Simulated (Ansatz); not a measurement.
Consider Al$_{5}$Fe$_{3}$Co$_{2}$.

Input file:

```
crystal:
  lattice:
    - [2.8622344432, 0.0, 0.0]
    - [0.0, 2.8622344432, 0.0]
    - [0.0, 0.0, 14.3444168851]
  atoms:
    - { symbol: Al, position: [0.0, 0.0, 0.899120333] }
    - { symbol: Al, position: [0.0, 0.0, 0.100879667] }
    - { symbol: Al, position: [0.0, 0.0, 0.2998841873] }
    - { symbol: Al, position: [0.0, 0.0, 0.5] }
    - { symbol: Al, position: [0.0, 0.0, 0.7001158127] }
    - { symbol: Fe, position: [0.5, 0.5, 0.0], spin: 0.85 }
    - { symbol: Fe, position: [0.5, 0.5, 0.2004625361], spin: 0.63 }
    - { symbol: Fe, position: [0.5, 0.5, 0.7995374639], spin: 0.63 }
    - { symbol: Co, position: [0.5, 0.5, 0.4011737194] }
    - { symbol: Co, position: [0.5, 0.5, 0.5988262806] }
basis:
  ecutwfc: 420
kpoints:
  mp_grid: { grid: [14, 14, 4] }
  band_path:
    path:
      - [[0.0, 0.0, 0.0], [0.0, 0.5, 0.0], [0.5, 0.5, 0.0], [0.0, 0.0, 0.0], [0.0, 0.0, 0.5], [0.0, 0.5, 0.5], [0.5, 0.5, 0.5], [0.0, 0.0, 0.5]]
      - [[0.0, 0.5, 0.0], [0.0, 0.5, 0.5]]
      - [[0.5, 0.5, 0.0], [0.5, 0.5, 0.5]]
    npoints: 14
hamiltonian:
  xc: pbe
scf:
  occupations: { method: gaussian, width: 0.1 }
  n_extra_bands: 25
output:
  forces: true
  stress: true
  eigenvalues: true
  populations: true
  dos: { projected: true, de: 0.02, nscf_kmesh: { grid: [17, 17, 5] } }
  bader: true
  write_density: true
  write_potential: true
  elf: true
  volumetric_format: npy
magnetization:
  spin_polarized: true
checkpoint:
  read: start.run
  write: ck
  compress: false
  write_wavefunctions: false
  write_every: 100000
```

Launched as:

```sh
ansatz run input.yaml --threads 4 --pin off --max-ram 8192MiB --backend cpu --events-out ev --progress --plain --runs-dir out
```

Below, planes, directions and counts refer to the conventional cell (a = 2.86 Å, b = 2.86 Å, c = 14.34 Å, α = 90.00°, β = 90.00°, γ = 90.00°).

Space group P4/mmm; a structure generated by program, which may or may not match a known phase; spin-polarised.

All numbers below come from DFT PBE, scalar-relativistic, plane waves, PAW (Ansatz 0.2.0).

What will maps of the valence pseudo-density, electron localisation function and spin density show?

Al–Co (2.47 Å): ρ is about 0.32 e/Å³ halfway; the ELF is about 0.40 at the midpoint.
Al–Fe (2.48 Å): ρ is about 0.32 e/Å³ halfway; the ELF is about 0.40 at the midpoint.
The spin density sits on Fe: +0.8 μB and +0.6 μB (×2) in one cell of 10 atoms, with smaller moments on other sites: Co (up to −0.05 μB): parallel main moments (a ferromagnetic arrangement) in this solution. The cell of the calculation (10 atoms) carries 1.7 μB of net spin moment.
Bader's partition of the density gives Al +1.73 to +1.82, Fe −1.78 to −1.67 and Co −1.77 e.

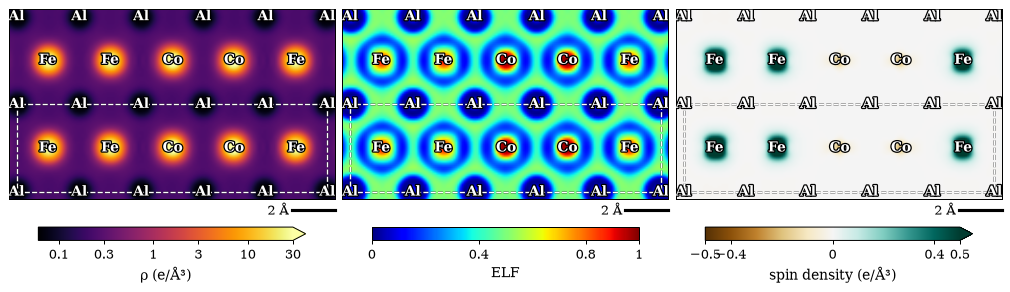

Computed valence pseudo-density, electron localisation function and spin density on the (11̄0) plane of the conventional cell, in this order. 

The density is the valence pseudo-density of a PAW calculation; it isn't the true density close to the nuclei.
